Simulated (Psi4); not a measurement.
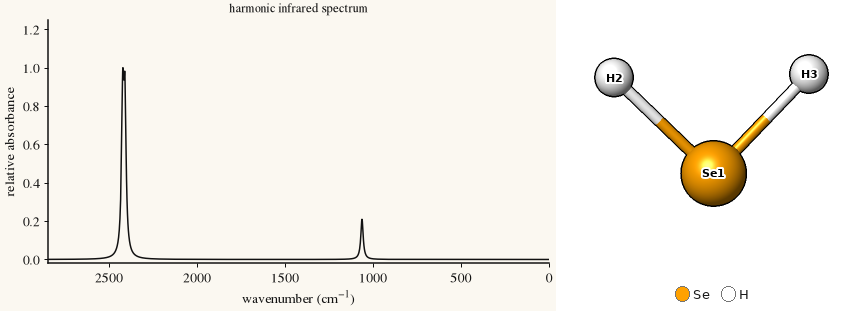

Infrared spectrum of H₂Se (SeH2), SMILES [H][Se][H]. Unscaled harmonic wavenumbers and double-harmonic intensities, B3LYP/cc-pVTZ, Psi4, at a geometry relaxed at this level, isolated molecule. Lorentzian lines of 16 cm⁻¹ full width. Close modes add up in the curve.

List the modes.

Answer.
| cm⁻¹ | km/mol |
| --- | --- |
| 1061.0 | 3.3 |
| 2407.7 | 11.8 |
| 2420.2 | 12.3 |
